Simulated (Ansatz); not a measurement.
# AlCl2H···H2O: what the fields show

The calculation's input:

```
crystal:
  periodic: [false, false, false]
  atoms:
    - { symbol: Al, position_ang: [0.0, 0.0, 0.0] }
    - { symbol: Cl, position_ang: [0.0, 0.0, 2.58] }
    - { symbol: H, position_ang: [1.351, 0.0, -0.78] }
    - { symbol: Cl, position_ang: [-1.9312, 0.0, -1.115] }
    - { symbol: O, position_ang: [-0.2664, -1.9558, 0.6559] }
    - { symbol: H, position_ang: [-0.6698, -2.5085, -0.087] }
    - { symbol: H, position_ang: [-0.1904, -1.3982, 1.8287] }
basis:
  gaussian: { orbitals: def2-SVP }
hamiltonian:
  xc: b3lyp
relax:
  f_tol: 0.15
  max_steps: 25
  restrain:
    - { distance: [0, 4], at: 2.98, k: 30.0 }
    - { distance: [6, 1], at: 2.57, k: 30.0 }
    - { distance: [0, 1], at: 2.23, k: 30.0 }
    - { distance: [6, 4], at: 1.01, k: 30.0 }
output:
  orbitals: {}
```

Command:

```sh
ansatz run input.yaml --threads 1 --pin off --max-ram 2048MiB --backend cpu --events-out ev --progress --plain --runs-dir out
```

The fields are those of the run's last geometry, not of the input's.

Not at a stationary point (largest force 1.2 eV/Å).

Level of theory: RKS B3LYP/def2-SVP (Ansatz).

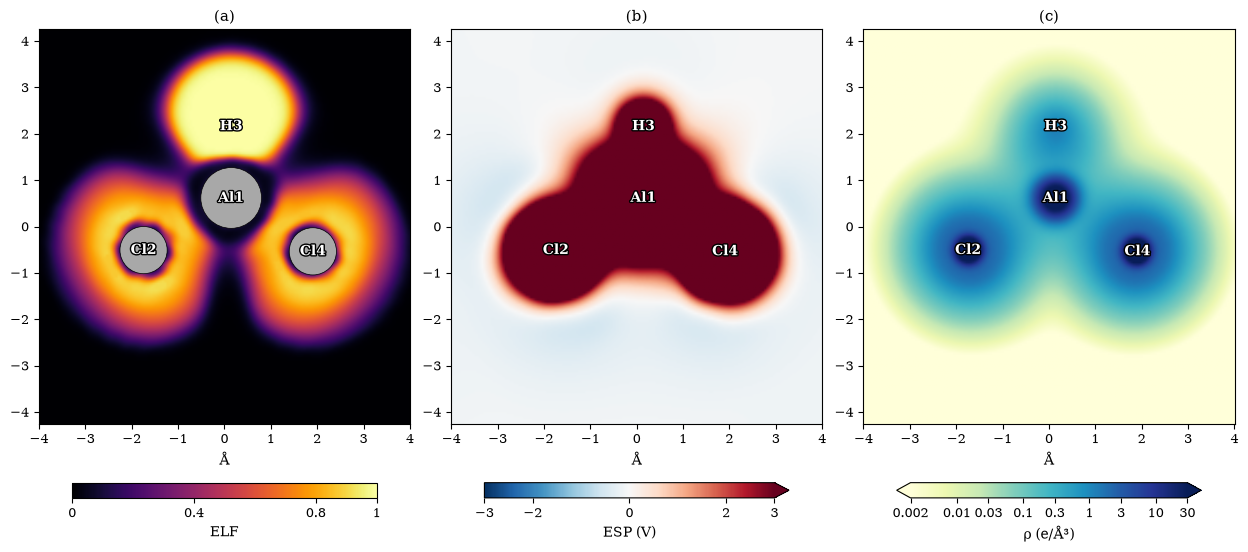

Figure 1. (a) ELF; (b) electrostatic potential; (c) electron density on the plane of atoms Cl2, Al1 and Cl4. Grey discs cover the atomic cores in the ELF map.

**Describe what can be read from this map.**

- The plane passes through Al, Cl and H nuclei.
- Al–Cl (2.10 Å): ρ at the midpoint is about 0.7 e/Å³; the ELF peaks at about 0.90 in the valence shell of Cl, 0.9 Å from its nucleus, and is about 0.80 at the midpoint.
- Al–Cl (2.20 Å): ρ is about 0.6 e/Å³ halfway; the ELF peaks at about 0.90 in the valence shell of Cl, 1.0 Å from its nucleus, and is about 0.85 at the midpoint.
- Al–H (1.56 Å): the density is about 0.56 e/Å³ at the midpoint; the ELF climbs to about 1 towards the hydrogen.
- The ELF also peaks beside Cl2 and Cl4, away from the bonds: lone-pair regions.
- Outside the dense part of the complex the potential is most negative (−0.6 V) near Cl2.

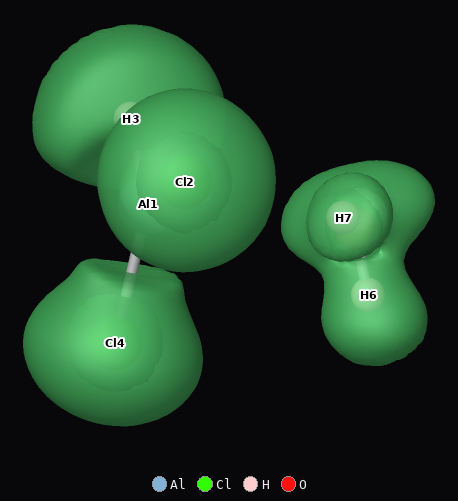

Figure 2. Isosurface of the ELF at 0.75 (green), seen at an oblique angle. Only the valence region is drawn (cores and ρ < 0.01 e/Å³ removed).

**Describe the localisation domains.**

The surface consists of one region around a hydrogen nucleus, two regions on Cl in which the atom's valence shell and bonds are merged and one joined region spread over several atoms (H, O), in which their bonds and any lone pairs are merged. Along the contacts the grid gives the following. Al1···O5 (2.96 Å): the ELF is about 0.15 at the midpoint.

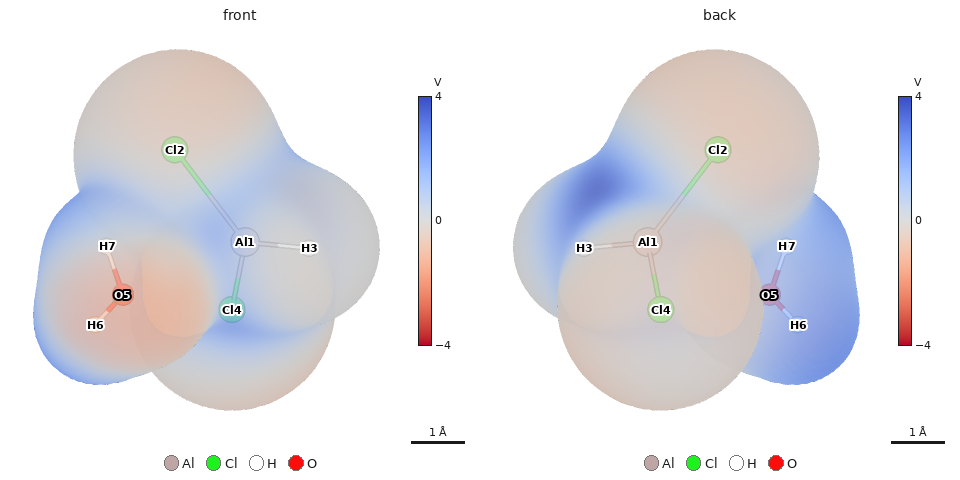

Figure 3. The electrostatic potential painted on the density surface at 0.002 e/bohr³, seen from the front and from behind; red is negative and blue positive.

**Where is the surface potential most negative and most positive?**

The most negative region (about −1.2 V) lies over O5, the most positive (about +3.1 V) over Al1. O5 is the likeliest acceptor of a hydrogen bond.
